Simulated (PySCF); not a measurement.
# C₂H₉PSi₂: magnetic properties

Wanted: magnetic properties for C₂H₉PSi₂ (`[SiH3]/C=C/[SiH2]P`).

Computed with PySCF 2.14.0 and routines of our own; the level stands in each step. Atoms count from 0.

## (1) The system as given

14 atoms, charge 0, multiplicity 1; geometry from: GFN2-xTB.

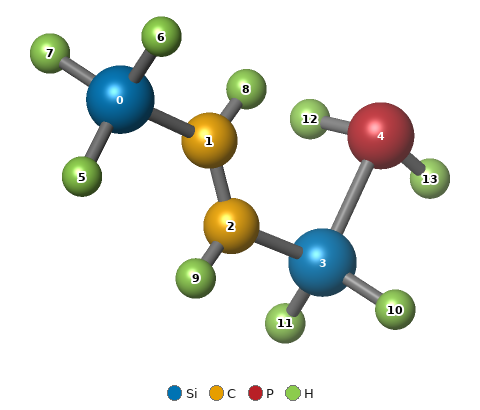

The starting geometry (silicon blue, carbon amber, phosphorus red, hydrogen green).

## (2) Magnetic properties: GIAO HF/pcSseg-1

Job settings and geometry (Å):

```
{"job": {"kind": "mag", "xc": "HF", "basis": "pcSseg-1", "isotopologues": 2}, "charge": 0, "multiplicity": 1}
Si    -2.709022     0.625836     0.006306
C     -0.846791     0.349281     0.041579
C     -0.229378    -0.817218     0.211868
Si     1.643911    -1.023159     0.257957
P      2.499421     1.033476    -0.003456
H     -3.388770    -0.640468     0.282715
H     -3.056650     1.623624     1.020392
H     -3.089559     1.119677    -1.320024
H     -0.222008     1.232150    -0.086176
H     -0.828282    -1.710630     0.343383
H      2.095181    -1.521261     1.563723
H      2.076572    -1.974710    -0.777375
H      2.257523     1.101669    -1.363481
H      3.797174     0.601260    -0.199577
```

Level: GIAO HF/pcSseg-1 magnetisability, rotational g tensor and spin-rotation constants, non-relativistic, gas phase.

The run is started by

```bash
$ OMP_NUM_THREADS=1 python excited_run.py task.json out
```

One launch serves the whole session: the jobs run in the order shown.

Log:

```text
final grid: 106544 points
cycle   1  E = -999.4163463772  dE =  2.772e-01  |g| = 3.666e-01  |ddm| = 3.200e+00
cycle   2  E = -999.4784145978  dE = -6.207e-02  |g| = 1.041e-01  |ddm| = 5.755e-01
cycle   3  E = -999.4841008733  dE = -5.686e-03  |g| = 3.136e-02  |ddm| = 2.165e-01
cycle   4  E = -999.4845806041  dE = -4.797e-04  |g| = 6.681e-03  |ddm| = 6.678e-02
cycle   5  E = -999.4846067312  dE = -2.613e-05  |g| = 2.652e-03  |ddm| = 1.594e-02
cycle   6  E = -999.4846105245  dE = -3.793e-06  |g| = 8.535e-04  |ddm| = 5.986e-03
cycle   7  E = -999.4846109472  dE = -4.227e-07  |g| = 2.177e-04  |ddm| = 2.178e-03
cycle   8  E = -999.4846109759  dE = -2.870e-08  |g| = 6.162e-05  |ddm| = 5.936e-04
cycle   9  E = -999.4846109781  dE = -2.188e-09  |g| = 1.633e-05  |ddm| = 1.625e-04
cycle  10  E = -999.4846109783  dE = -1.705e-10  |g| = 4.602e-06  |ddm| = 4.605e-05
converged SCF energy = -999.4846109783

Magnetisability tensor (1e-30 J/T^2)
    -1284.31       35.41      -22.86
       35.41    -1138.12      -15.45
      -22.86      -15.45    -1398.04
isotropic -1273.49   principal values   -1402.74  -1289.25  -1128.47
isotropic susceptibility -76.691 1e-6 cm^3/mol

Inertial axes            a          b          c
rot. const./GHz      4.7965     0.9308     0.7980
chi total           -77.607    -68.354    -84.113
chi diamagnetic    -377.313  -1390.099  -1597.851
chi paramagnetic    299.705   1321.745   1513.738
quadrupole/D A        2.758     -0.395     -2.362
g nuclear            0.6130     0.5626     0.5607
g electronic        -0.6754    -0.5779    -0.5675
g total             -0.0624    -0.0153    -0.0068

Spin-rotation constants (kHz, H = +C I.J)
atom  isotope        aa         bb         cc
  4    31P        3.254      0.791      0.647
  5     1H       -0.326      0.014     -0.080
  6     1H       -0.402     -0.053     -0.008
  7     1H       -0.395     -0.066      0.002
  8     1H       -0.164      0.047     -0.101
  9     1H       -0.193      0.055     -0.099
 10     1H       -0.367     -0.065     -0.001
 11     1H       -0.359     -0.057     -0.006
 12     1H       -0.562     -0.099      0.000
 13     1H        0.028     -0.100     -0.097
  0   29Si*      -2.259     -0.457     -0.433
  1    13C*       2.288      0.426      0.074
  2    13C*       2.231      0.418      0.078
  3   29Si*      -2.388     -0.475     -0.450
* in the singly substituted isotopologue

Isotopologues: g along a, b, c
2H    at 5,6,7,8,9,10,1    -0.0508    -0.0136    -0.0061
30Si  at 0                 -0.0622    -0.0149    -0.0066
```

Wall time 8.6 s (1 thread of Arm Neoverse V2, shared host); peak memory 0.78 GiB.

Key values:

| quantity | value |
| --- | --- |
| magnetisability | -1273·10⁻³⁰ J/T² |
| molar susceptibility | -76.7·10⁻⁶ cm³/mol |
| rotational g (a, b, c) | -0.0624, -0.0153, -0.0068 |

## (3) Magnetic properties: GIAO BP86/pcseg-1, grid 4

The job, as its differences from that of step 2:

```diff
@@ -1,2 +1,2 @@
-{"job": {"kind": "mag", "xc": "HF", "basis": "pcSseg-1", "isotopologues": 2}, "charge": 0, "multiplicity": 1}
+{"job": {"kind": "mag", "xc": "BP86", "basis": "pcseg-1", "grid": 4}, "charge": 0, "multiplicity": 1}
 Si    -2.709022     0.625836     0.006306
```

Method: GIAO BP86/pcseg-1 magnetisability, rotational g tensor and spin-rotation constants, non-relativistic, gas phase.

Log:

```text
coarse grid: 12624 points
cycle   1  E = -1001.8869528743  dE =  1.040e-01  |g| = 3.891e-01  |ddm| = 3.774e+00
cycle   2  E = -1001.8224662073  dE =  6.449e-02  |g| = 6.069e-01  |ddm| = 1.201e+00
cycle   3  E = -1001.9312810423  dE = -1.088e-01  |g| = 6.467e-02  |ddm| = 8.221e-01
cycle   4  E = -1001.9326916514  dE = -1.411e-03  |g| = 2.706e-02  |ddm| = 1.410e-01
cycle   5  E = -1001.9328598034  dE = -1.682e-04  |g| = 1.651e-02  |ddm| = 4.679e-02
cycle   6  E = -1001.9329330203  dE = -7.322e-05  |g| = 3.600e-03  |ddm| = 1.847e-02
cycle   7  E = -1001.9329377158  dE = -4.695e-06  |g| = 7.121e-04  |ddm| = 7.210e-03
final grid: 285504 points
cycle   8  E = -1001.9720242833  dE = -1.371e-05  |g| = 2.816e-03  |ddm| = 2.523e-02
cycle   9  E = -1001.9720199284  dE =  4.355e-06  |g| = 4.675e-03  |ddm| = 8.388e-03
cycle  10  E = -1001.9720264987  dE = -6.570e-06  |g| = 6.724e-04  |ddm| = 5.763e-03
cycle  11  E = -1001.9720265809  dE = -8.214e-08  |g| = 2.968e-04  |ddm| = 9.010e-04
cycle  12  E = -1001.9720266038  dE = -2.292e-08  |g| = 5.813e-05  |ddm| = 3.907e-04
cycle  13  E = -1001.9720266051  dE = -1.294e-09  |g| = 1.025e-05  |ddm| = 1.147e-04
cycle  14  E = -1001.9720266051  dE = -2.910e-11  |g| = 2.914e-06  |ddm| = 2.416e-05
converged SCF energy = -1001.9720266051

Magnetisability tensor (1e-30 J/T^2)
    -1266.55       19.85      -19.25
       19.85    -1118.75      -20.14
      -19.25      -20.14    -1379.81
isotropic -1255.03   principal values   -1384.05  -1266.84  -1114.21
isotropic susceptibility -75.580 1e-6 cm^3/mol

Inertial axes            a          b          c
rot. const./GHz      4.7965     0.9308     0.7980
chi total           -76.413    -67.229    -83.097
chi diamagnetic    -373.656  -1386.333  -1594.271
chi paramagnetic    297.243   1319.104   1511.174
quadrupole/D A        2.776     -0.563     -2.213
g nuclear            0.6130     0.5626     0.5607
g electronic        -0.6698    -0.5768    -0.5666
g total             -0.0568    -0.0142    -0.0059

Spin-rotation constants (kHz, H = +C I.J)
atom  isotope        aa         bb         cc
  4    31P        3.607      0.861      0.695
  5     1H       -0.317      0.017     -0.080
  6     1H       -0.396     -0.051     -0.005
  7     1H       -0.389     -0.064      0.005
  8     1H       -0.179      0.054     -0.098
  9     1H       -0.206      0.063     -0.097
 10     1H       -0.359     -0.063      0.003
 11     1H       -0.341     -0.055     -0.002
 12     1H       -0.547     -0.099      0.002
 13     1H        0.046     -0.101     -0.097
  0   29Si*      -2.517     -0.518     -0.496
  1    13C*       2.126      0.423      0.086
  2    13C*       2.079      0.416      0.092
  3   29Si*      -2.659     -0.534     -0.522
* in the singly substituted isotopologue
```

It took 31 s on 1 thread of Arm Neoverse V2, shared host; peak memory 0.56 GiB.

Key values:

| quantity | value |
| --- | --- |
| magnetisability | -1255·10⁻³⁰ J/T² |
| molar susceptibility | -75.6·10⁻⁶ cm³/mol |
| rotational g (a, b, c) | -0.0568, -0.0142, -0.0059 |

## (4) Magnetic properties: GIAO CAM-B3LYP/cc-pVDZ

The job, as its differences from that of step 3:

```diff
@@ -1,2 +1,2 @@
-{"job": {"kind": "mag", "xc": "BP86", "basis": "pcseg-1", "grid": 4}, "charge": 0, "multiplicity": 1}
+{"job": {"kind": "mag", "xc": "CAM-B3LYP", "basis": "cc-pVDZ", "scf": {"conv": 1e-11}}, "charge": 0, "multiplicity": 1}
 Si    -2.709022     0.625836     0.006306
```

With the program's defaults for keys left out, this is: GIAO CAM-B3LYP/cc-pVDZ magnetisability, rotational g tensor and spin-rotation constants, non-relativistic, gas phase.

Log:

```text
final grid: 106544 points
cycle   1  E = -1001.8561508539  dE =  2.062e-01  |g| = 2.608e-01  |ddm| = 6.416e+00
cycle   2  E = -1001.8691343370  dE = -1.298e-02  |g| = 1.902e-01  |ddm| = 1.039e+00
cycle   3  E = -1001.8796907973  dE = -1.056e-02  |g| = 3.292e-02  |ddm| = 4.185e-01
cycle   4  E = -1001.8800396393  dE = -3.488e-04  |g| = 1.033e-02  |ddm| = 9.004e-02
cycle   5  E = -1001.8800745202  dE = -3.488e-05  |g| = 2.861e-03  |ddm| = 2.978e-02
cycle   6  E = -1001.8800765039  dE = -1.984e-06  |g| = 1.118e-03  |ddm| = 6.195e-03
cycle   7  E = -1001.8800768778  dE = -3.739e-07  |g| = 2.186e-04  |ddm| = 2.460e-03
cycle   8  E = -1001.8800768994  dE = -2.162e-08  |g| = 3.870e-05  |ddm| = 7.401e-04
cycle   9  E = -1001.8800769003  dE = -8.743e-10  |g| = 7.433e-06  |ddm| = 1.813e-04
cycle  10  E = -1001.8800769003  dE = -3.774e-11  |g| = 2.007e-06  |ddm| = 3.239e-05
cycle  11  E = -1001.8800769003  dE = -3.411e-12  |g| = 5.749e-07  |ddm| = 8.404e-06
converged SCF energy = -1001.8800769003

Magnetisability tensor (1e-30 J/T^2)
    -1271.50       23.83      -18.81
       23.83    -1136.36      -22.34
      -18.81      -22.34    -1410.62
isotropic -1272.83   principal values   -1414.44  -1274.03  -1130.01
isotropic susceptibility -76.651 1e-6 cm^3/mol

Inertial axes            a          b          c
rot. const./GHz      4.7965     0.9308     0.7980
chi total           -76.744    -68.236    -84.974
chi diamagnetic    -373.107  -1386.477  -1594.525
chi paramagnetic    296.362   1318.241   1509.551
quadrupole/D A        1.929     -0.232     -1.696
g nuclear            0.6130     0.5626     0.5607
g electronic        -0.6678    -0.5764    -0.5660
g total             -0.0549    -0.0138    -0.0052

Spin-rotation constants (kHz, H = +C I.J)
atom  isotope        aa         bb         cc
  4    31P        3.057      0.731      0.595
  5     1H       -0.318      0.015     -0.081
  6     1H       -0.397     -0.052     -0.007
  7     1H       -0.390     -0.065      0.003
  8     1H       -0.177      0.052     -0.098
  9     1H       -0.202      0.061     -0.097
 10     1H       -0.356     -0.064      0.001
 11     1H       -0.347     -0.056     -0.004
 12     1H       -0.568     -0.101      0.001
 13     1H        0.039     -0.102     -0.099
  0   29Si*      -2.078     -0.417     -0.412
  1    13C*       2.103      0.405      0.074
  2    13C*       2.055      0.401      0.080
  3   29Si*      -2.203     -0.434     -0.429
* in the singly substituted isotopologue
```

Run time: 20 s. Hardware: 1 thread of Arm Neoverse V2, shared host; peak memory 0.69 GiB.

Key values:

| quantity | value |
| --- | --- |
| magnetisability | -1273·10⁻³⁰ J/T² |
| molar susceptibility | -76.7·10⁻⁶ cm³/mol |
| rotational g (a, b, c) | -0.0549, -0.0138, -0.0052 |

## (5) The levels compared

| level | ξ (10⁻³⁰ J/T²) | g(a) | g(b) | gap (eV) | functions | time |
| --- | --- | --- | --- | --- | --- | --- |
| GIAO HF/pcSseg-1 | -1273 | -0.0624 | -0.0153 | 12.89 | 151 | 8.6 s |
| GIAO BP86/pcseg-1, grid 4 | -1255 | -0.0568 | -0.0142 | 4.56 | 127 | 31 s |
| GIAO CAM-B3LYP/cc-pVDZ | -1273 | -0.0549 | -0.0138 | 9.19 | 127 | 20 s |

## (6) Outcome

| quantity | value |
| --- | --- |
| magnetisability (step 2, GIAO HF/pcSseg-1) | -1273·10⁻³⁰ J/T² |
| molar susceptibility (step 2, GIAO HF/pcSseg-1) | -76.7·10⁻⁶ cm³/mol |
| rotational g (a, b, c) (step 2, GIAO HF/pcSseg-1) | -0.0624, -0.0153, -0.0068 |
| magnetisability over the levels | -1273 to -1255·10⁻³⁰ J/T² |

What this shows: The magnetisability spreads by 1.5 % over 3 levels, from GIAO HF/pcSseg-1 (8.6 s) to GIAO BP86/pcseg-1, grid 4 (31 s); the runs took 8.6 s to 31 s. Vibrational averaging and real surroundings are missing from these values.
